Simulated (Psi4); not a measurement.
# Excited-state calculation, with input and output: CH₄AlN

System: CH₄AlN.
Method: CIS/cc-pwCVDZ, RHF, sfX2C (Psi4 1.11).

The geometry comes from this level: GFN2-xTB.

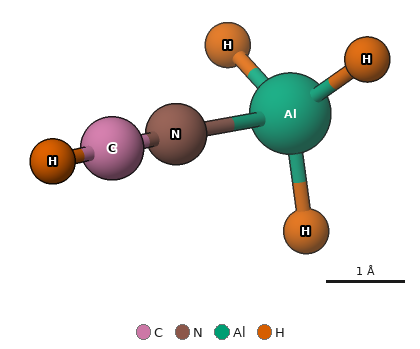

**Figure 1.** The structure (ball-and-stick view, seen at a tilt). Sticks mark near contacts. Bond lengths as drawn: Al–H 1.56 to 1.57 Å, Al–N 2.00 Å, C–H 1.06 Å and C–N 1.14 Å.

## Input file (run.py)
```python
import psi4

psi4.set_memory(1600000000)
psi4.set_num_threads(1)
psi4.set_output_file('psi4.out', False)

with open('ch4aln.xyz') as f:
    atoms = ''.join(f.readlines()[2:])
m = psi4.geometry('0 1\n' + atoms + 'symmetry c1\nno_reorient\nno_com')

psi4.set_options({
    'basis': 'cc-pwCVDZ',
    'scf_type': 'disk_df',
    'tdscf_states': 3,
    'tdscf_tda': True,
    'tdscf_triplets': 'also',
    'relativistic': 'x2c',
})

E, wfn = psi4.energy("td-scf", molecule=m, return_wfn=True)
print('E =', round(E, 9))
```

## File ch4aln.xyz
```
7
CH4AlN
C     -0.725960    -1.719500     0.228770
N     -0.304390    -0.672260     0.076330
Al     0.484780     1.150880    -0.155310
H     -1.120610    -2.692910     0.372220
H     -0.078600     1.420840    -1.589300
H     -0.233890     1.806040     1.070950
H      1.978670     0.706910    -0.003660
```

Command:
```bash
python run.py
```

## What the program printed
```
Psi4 1.11 release

Relativistic analytic gradients are not implemented yet, re-routing to finite differences.

   => Loading Basis Set <=

    Name: CC-PWCVDZ
    Role: ORBITAL
    Keyword: BASIS

         ---------------------------------------------------------
                                   SCF
                              RHF Reference
                        1 Threads,   1525 MiB Core
         ---------------------------------------------------------

  ==> Geometry <==

    Molecular point group: c1
    Full point group: C1

    Geometry (in Angstrom), charge = 0, multiplicity = 1:

       Center              X                  Y                   Z               Mass
    ------------   -----------------  -----------------  -----------------  -----------------
         C           -0.725960000000    -1.719500000000     0.228770000000    12.000000000000
         N           -0.304390000000    -0.672260000000     0.076330000000    14.003074004430
         AL           0.484780000000     1.150880000000    -0.155310000000    26.981538530000
         H           -1.120610000000    -2.692910000000     0.372220000000     1.007825032230
         H           -0.078600000000     1.420840000000    -1.589300000000     1.007825032230
         H           -0.233890000000     1.806040000000     1.070950000000     1.007825032230
         H            1.978670000000     0.706910000000    -0.003660000000     1.007825032230

  Running in c1 symmetry.

  Rotational constants: A =      2.30345  B =      0.15125  C =      0.15124 [cm^-1]
  Rotational constants: A =  69055.83030  B =   4534.45369  C =   4534.04520 [MHz]
  Nuclear repulsion =   83.929207868011247

  Charge       = 0
  Multiplicity = 1
  Electrons    = 30
  Nalpha       = 15
  Nbeta        = 15

  ==> Algorithm <==

  SCF Algorithm Type is DISK_DF.
  DIIS enabled.
  MOM disabled.
  Fractional occupation disabled.
  Guess Type is SAD.
  Energy threshold   = 1.00e-06
  Density threshold  = 1.00e-06
  Integral threshold = 1.00e-12

  ==> Primary Basis <==

  Basis Set: CC-PWCVDZ
    Blend: CC-PWCVDZ
    Number of shells: 39
    Number of basis functions: 83
    Number of Cartesian functions: 87
    Spherical Harmonics?: true
    Max angular momentum: 2

   => Loading Basis Set <=

    Name: (CC-PWCVDZ AUX)
    Role: JKFIT
    Keyword: DF_BASIS_SCF

   => Loading Basis Set <=

    Name: (CC-PWCVDZ AUX)
    Role: DECON
    Keyword: BASIS_RELATIVISTIC

  ==> Integral Setup <==

  ==> DiskDFJK: Density-Fitted J/K Matrices <==

    J tasked:                  Yes
    K tasked:                  Yes
    wK tasked:                  No
    Integrals threads:           1
    Memory [MiB]:             1144
    Algorithm:                Core
    Integral Cache:           NONE
    Schwarz Cutoff:          1E-12
    Fitting Condition:       1E-10

   => Auxiliary Basis Set <=

  Basis Set: (CC-PWCVDZ AUX)
    Blend: CC-PVDZ-JKFIT
    Number of shells: 120
    Number of basis functions: 344
    Number of Cartesian functions: 392
    Spherical Harmonics?: true
    Max angular momentum: 3

 OEINTS: Using relativistic (X2C) overlap, kinetic, and potential integrals.
         ------------------------------------------------------------
         Spin-Free X2C Integrals at the One-Electron Level (SFX2C-1e)
         ------------------------------------------------------------

  ==> X2C Options <==

    Computational Basis: CC-PWCVDZ
    X2C Basis: (CC-PWCVDZ AUX)
    The X2C Hamiltonian will be computed in the X2C Basis

    Comparing only 83 out of 138 elements of H_Dirac

    The 1-norm of |H_X2C - H_Dirac| is: 62.249755413430

    WARNING: The X2C and Dirac Hamiltonians have substatially different eigenvalues!
             This is probably caused by the recontraction of the basis set.

  Minimum eigenvalue in the overlap matrix is 3.8828562426E-03.
  Reciprocal condition number of the overlap matrix is 9.5726316703E-04.
    Using symmetric orthogonalization.

  ==> Pre-Iterations <==

  SCF Guess: Superposition of Atomic Densities via on-the-fly atomic UHF (no occupation information).

   -------------------------
    Irrep   Nso     Nmo
   -------------------------
     A         83      83
   -------------------------
    Total      83      83
   -------------------------

  ==> Iterations <==

                           Total Energy        Delta E     RMS |[F,P]|

   @DF-RHF iter SAD:  -335.79203646445649   -3.35792e+02   0.00000e+00
   @DF-RHF iter   1:  -336.90787408754920   -1.11584e+00   4.21591e-03 ADIIS/DIIS
   @DF-RHF iter   2:  -336.93676466285370   -2.88906e-02   3.69129e-03 ADIIS/DIIS
   @DF-RHF iter   3:  -336.97434120223681   -3.75765e-02   3.80540e-04 ADIIS/DIIS
   @DF-RHF iter   4:  -336.97528523853907   -9.44036e-04   1.10236e-04 ADIIS/DIIS
   @DF-RHF iter   5:  -336.97535859985061   -7.33613e-05   2.38688e-05 DIIS
   @DF-RHF iter   6:  -336.97536337975811   -4.77991e-06   4.98680e-06 DIIS
   @DF-RHF iter   7:  -336.97536350607157   -1.26313e-07   9.83342e-07 DIIS
  Energy and wave function converged.

  ==> Post-Iterations <==

    Orbital Energies [Eh]
    ---------------------

    Doubly Occupied:

       1A    -58.528473     2A    -15.681996     3A    -11.383764
       4A     -4.851377     5A     -3.146825     6A     -3.144484
       7A     -3.144475     8A     -1.325026     9A     -0.880136
      10A     -0.740292    11A     -0.579717    12A     -0.579682
      13A     -0.495246    14A     -0.386696    15A     -0.386571

    Virtual:

      16A      0.111961    17A      0.112055    18A      0.127753
      19A      0.143837    20A      0.185863    21A      0.186021
      22A      0.254714    23A      0.316667    24A      0.390022
      25A      0.395164    26A      0.395283    27A      0.434104
      28A      0.460383    29A      0.460451    30A      0.562684
      31A      0.562726    32A      0.633673    33A      0.656770
      34A      0.657636    35A      0.823357    36A      0.833674
      37A      0.980097    38A      1.023991    39A      1.024506
      40A      1.147317    41A      1.147874    42A      1.255660
      43A      1.263897    44A      1.264112    45A      1.316074
      46A      1.316792    47A      1.461167    48A      1.548067
      49A      1.555180    50A      1.784100    51A      1.785823
      52A      1.824817    53A      1.893595    54A      1.894150
      55A      1.953078    56A      1.953923    57A      2.051754
      58A      2.082017    59A      2.088695    60A      2.253888
      61A      2.262645    62A      2.347996    63A      2.813457
      64A      2.813621    65A      3.058245    66A      3.059737
      67A      3.086796    68A      3.217445    69A      3.368838
      70A      3.502035    71A      3.502388    72A      3.552408
      73A      3.570197    74A      3.570530    75A      8.129053
      76A     10.466780    77A     10.466930    78A     11.810411
      79A     13.727939    80A     14.721062    81A     14.721291
      82A     15.925087    83A     17.939031

    Final Occupation by Irrep:
              A
    DOCC [    15 ]
    NA   [    15 ]
    NB   [    15 ]

  @DF-RHF Final Energy:  -336.97536350607157

   => Energetics <=

    Nuclear Repulsion Energy =             83.9292078680112468
    One-Electron Energy =                -631.2995560583237875
    Two-Electron Energy =                 210.3949846842410238
    Total Energy =                       -336.9753635060715737

Computation Completed

Properties will be evaluated at   0.000000,   0.000000,   0.000000 [a0]

Properties computed using the SCF density matrix

 Multipole Moments:

 ------------------------------------------------------------------------------------
     Multipole            Electronic (a.u.)      Nuclear  (a.u.)        Total (a.u.)
 ------------------------------------------------------------------------------------

 L = 1.  Multiply by 2.5417464519 to convert [e a0] to [Debye]
 Dipole X            :         -1.7161414            0.6826069           -1.0335345
 Dipole Y            :         -4.7009268            2.2289320           -2.4719948
 Dipole Z            :          0.8299966           -0.4949004            0.3350962
 Magnitude           :                                                    2.7002299

 ------------------------------------------------------------------------------------

	total time  =          1 seconds =       0.02 minutes

******************************************************************************************
**********                               WARNING                                **********
**********       The names of excited state variables changed between 1.5       **********
**********     and 1.6. For a quick solution, remove the symmetry specifier     **********
**********   from the variable name. For full details, see 'Notes on Psivars'   **********
**********                        in the documentation.                         **********
******************************************************************************************

         ---------------------------------------------------------
                         TDSCF excitation energies
         ---------------------------------------------------------

  ==> Options <==

     Residual threshold  : 1.0000e-04
     Initial guess       : denominators
     Reference           : RHF
     Solver type         : TDA (Davidson)

  ==> Requested Excitations <==

      2 singlet states with A symmetry

  ==> Seeking the lowest 2 singlet states with A symmetry

                         Generalized Davidson Solver

  ==> Options <==

    Max number of iterations        = 60
    Eigenvector tolerance           = 1.0000e-04
    Max number of expansion vectors = 400

  => Iterations <=
                           Max[D[value]]     Max[|R|]   # vectors
  DavidsonSolver iter   1:   3.09186e-01  5.74357e-02      8
  DavidsonSolver iter   2:   1.12142e-02  2.21627e-02     10
  DavidsonSolver iter   3:   9.52733e-04  1.95094e-02     12
  DavidsonSolver iter   4:   4.24220e-03  5.88239e-02     14
  DavidsonSolver iter   5:   6.45592e-03  4.61529e-02     16
  DavidsonSolver iter   6:   2.21824e-03  2.63337e-02     18
  DavidsonSolver iter   7:   7.35228e-04  1.20463e-02     20
  DavidsonSolver iter   8:   1.06383e-04  9.60312e-03     22
  DavidsonSolver iter   9:   4.64155e-04  4.71534e-02     24
  DavidsonSolver iter  10:   1.09895e-02  6.86843e-02     26
  DavidsonSolver iter  11:   1.75763e-03  2.77028e-02     28
  DavidsonSolver iter  12:   1.18714e-04  4.48598e-03     30
  DavidsonSolver iter  13:   5.30910e-06  8.23141e-04     32
  DavidsonSolver iter  14:   1.83736e-07  1.62473e-04     34
  DavidsonSolver iter  15:   9.67358e-09  4.67127e-05     35      Converged

  ==> Requested Excitations <==

      1 triplet states with A symmetry

  ==> Seeking the lowest 1 triplet states with A symmetry

                         Generalized Davidson Solver

  ==> Options <==

    Max number of iterations        = 60
    Eigenvector tolerance           = 1.0000e-04
    Max number of expansion vectors = 200

  => Iterations <=
                           Max[D[value]]     Max[|R|]   # vectors
  DavidsonSolver iter   1:   3.14481e-01  7.27409e-02      4
  DavidsonSolver iter   2:   3.96216e-02  1.01027e-01      5
  DavidsonSolver iter   3:   4.11005e-02  1.04178e-01      6
  DavidsonSolver iter   4:   3.14018e-02  4.04689e-02      7
  DavidsonSolver iter   5:   2.93714e-03  1.08397e-02      8
  DavidsonSolver iter   6:   1.80720e-04  4.17380e-03      9
  DavidsonSolver iter   7:   5.77887e-05  3.72198e-03     10
  DavidsonSolver iter   8:   2.57523e-05  2.88710e-03     11
  DavidsonSolver iter   9:   1.80989e-05  2.95916e-03     12
  DavidsonSolver iter  10:   3.37179e-06  6.92655e-04     13
  DavidsonSolver iter  11:   2.52135e-07  2.11344e-04     14
  DavidsonSolver iter  12:   1.93869e-08  5.93299e-05     15      Converged

******************************************************************************************
**********                               WARNING                                **********
**********  Length-gauge rotatory strengths are **NOT** gauge-origin invariant  **********
******************************************************************************************

                                    Excitation Energy         Total Energy        Oscillator Strength             Rotatory Strength
     #   Sym: GS->ES (Trans)        au              eV              au          au (length)    au (velocity)    au (length)    au (velocity)
    ---- -------------------- --------------- --------------- --------------- --------------- --------------- --------------- ---------------
     1        A->A (3 A)       0.19913         5.41871        -336.77623       0.0000          0.0000          0.0000         -0.0000
     2        A->A (1 A)       0.27056         7.36231        -336.70480       0.0000          0.0000          0.0000         -0.0000
     3        A->A (1 A)       0.28415         7.73202        -336.69122       0.0031          0.0017         -0.0000          0.0001

Contributing excitations
Only contributions with abs(coeff) > 1.00e-01 will be printed:

Excited State    1 (3 A):   0.19913 au   228.81 nm f = 0.0000
  Sums of squares: Xssq =  1.000000e+00
     11a  ->  16a     0.503807 (25.382%)
     11a  ->  17a    -0.405009 (16.403%)
     12a  ->  16a     0.402488 (16.200%)
     12a  ->  17a     0.502538 (25.254%)
     14a  ->  16a     0.210446 ( 4.429%)
     15a  ->  17a     0.213402 ( 4.554%)

Excited State    2 (1 A):   0.27056 au   168.40 nm f = 0.0000
  Sums of squares: Xssq =  1.000000e+00
     11a  ->  16a     0.385494 (14.861%)
     11a  ->  17a     0.470941 (22.179%)
     12a  ->  16a    -0.467860 (21.889%)
     12a  ->  17a     0.367753 (13.524%)
     14a  ->  17a     0.323274 (10.451%)
     15a  ->  16a    -0.336363 (11.314%)

Excited State    3 (1 A):   0.28415 au   160.35 nm f = 0.0031
  Sums of squares: Xssq =  1.000000e+00
     11a  ->  16a    -0.521675 (27.214%)
     11a  ->  17a     0.136359 ( 1.859%)
     12a  ->  16a     0.117721 ( 1.386%)
     12a  ->  17a     0.537502 (28.891%)
     14a  ->  16a    -0.153342 ( 2.351%)
     14a  ->  17a     0.369159 (13.628%)
     15a  ->  16a     0.366501 (13.432%)
     15a  ->  17a     0.146299 ( 2.140%)
     15a  ->  18a    -0.197600 ( 3.905%)

******************************************************************************************
**********                               WARNING                                **********
**********       The names of excited state variables changed between 1.5       **********
**********     and 1.6. For a quick solution, remove the symmetry specifier     **********
**********   from the variable name. For full details, see 'Notes on Psivars'   **********
**********                        in the documentation.                         **********
******************************************************************************************
```

## Standard output
```
E = -336.975363506
```

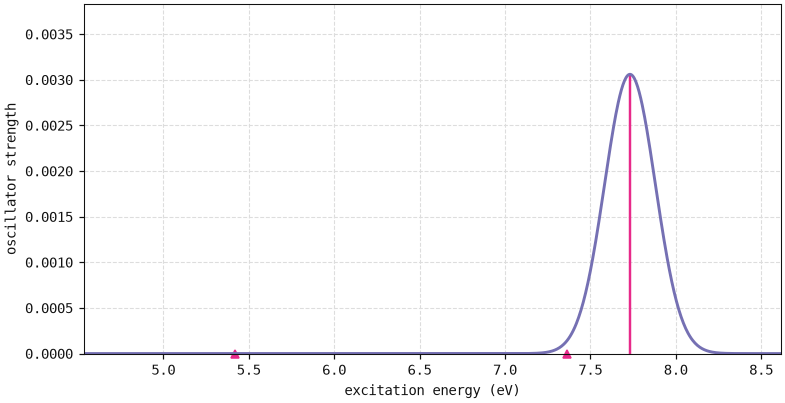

**Figure 2.** Computed excitations as sticks (degenerate states added up, dark ones marked on the axis), with a Gaussian envelope of 0.35 eV full width at half maximum, scaled to the tallest. Of the 3 states the lowest lies at 5.42 eV (f = 0.000); the strongest line is at 7.73 eV, or 160 nm (f = 0.003).

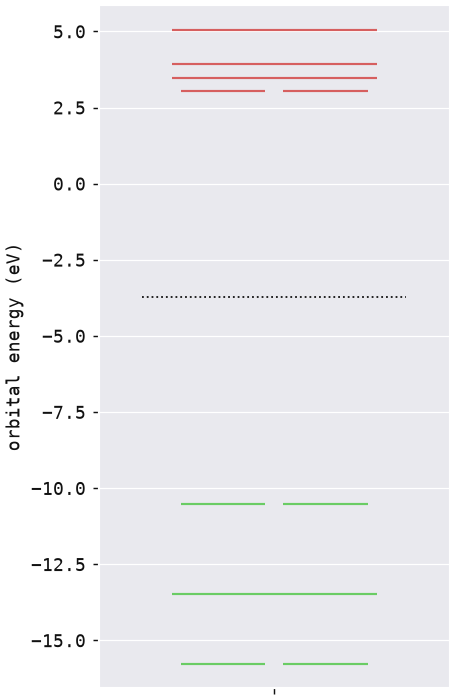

**Figure 3.** Orbital energies near the frontier (SCF reference); the dotted line parts filled from empty levels, and levels within 0.02 eV of each other stand side by side. Highest filled −10.52 eV, lowest empty 3.05 eV, 13.57 eV apart.

## Results in brief

```json
{"quantity": "outcome", "value": "converged"}
{"quantity": "total energy", "value": "−336.975364 hartree"}
{"quantity": "basis functions", "value": "83"}
{"quantity": "HOMO of the SCF reference", "value": "−10.52 eV"}
{"quantity": "LUMO of the SCF reference", "value": "3.05 eV"}
{"quantity": "lowest singlet excitation", "value": "5.42 eV"}
{"quantity": "hardware", "value": "1 thread of Intel Xeon (Granite Rapids), 192 GiB of memory available, shared host"}
{"quantity": "wall time", "value": "3 s"}
{"quantity": "peak memory", "value": "0.28 GiB"}
```
